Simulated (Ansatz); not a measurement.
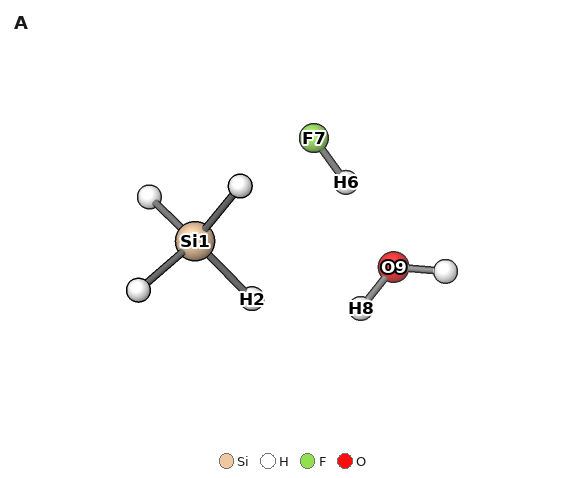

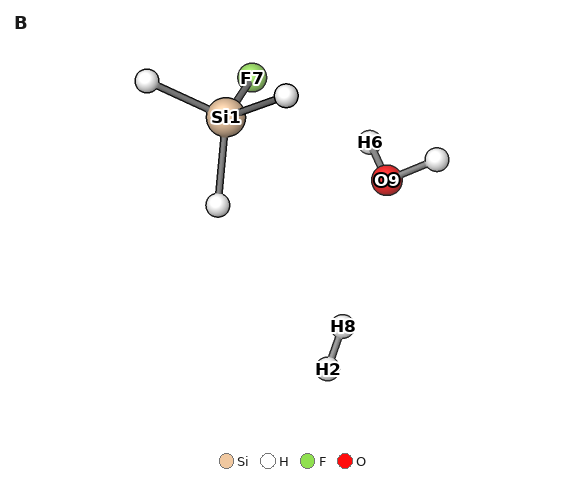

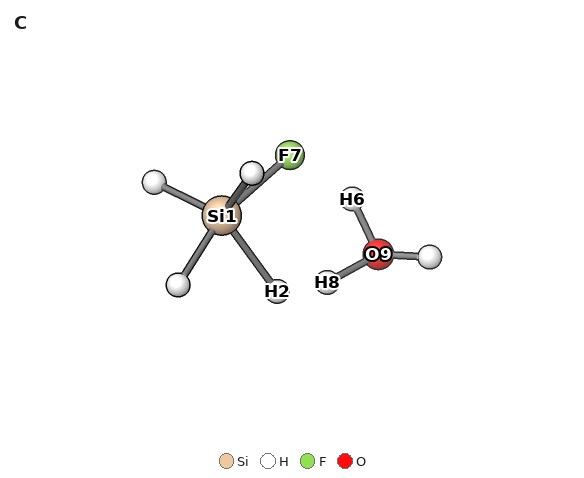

Three stationary points along one reaction path, in mixed order. Sticks follow a distance rule, so a partial bond may show as a full stick or not at all. The species is neutral and a spin singlet. Geometries: PBE0-D4/def2-TZVP; all other levels are single points on them, and energies count from the start as drawn. Program: Ansatz 0.2.0. In CBS estimates cores are frozen, and CCSD(T) − MP2 is taken in the smaller basis.

Which panel shows the transition state?

Answer. C.

Which bonds form and which break from A to B?

Answer. Formed: Si1–F7, H2–H8, H6–O9; broken: Si1–H2, H6–F7, H8–O9. At the saddle point Si1···F7 is 1.82 Å, H2···H8 is 1.03 Å, H6···O9 is 1.04 Å, Si1···H2 is 1.65 Å, H6···F7 is 1.41 Å, H8···O9 is 1.19 Å.

Give the electronic barrier and the reaction energy from A to B in kcal/mol (no zero-point energy) with CCSD(T)/CBS (MP2 limit from def2-TZVPP and def2-QZVPP plus CCSD(T) − MP2); ωB97X-V/def2-TZVPP; r2SCAN0-D4/def2-TZVPP; r2SCAN-D4/def2-TZVPP; ωB97M-V/def2-TZVPP; BLYP-D4/def2-TZVPP.

```tsv
level	barrier	reaction energy
CCSD(T)/CBS (MP2 limit from def2-TZVPP and def2-QZVPP plus CCSD(T) − MP2)	35.0	−18.4
ωB97X-V/def2-TZVPP	32.8	−17.8
r2SCAN0-D4/def2-TZVPP	29.9	−17.6
r2SCAN-D4/def2-TZVPP	26.1	−18.1
ωB97M-V/def2-TZVPP	31.9	−18.1
BLYP-D4/def2-TZVPP	28.3	−17.9
```
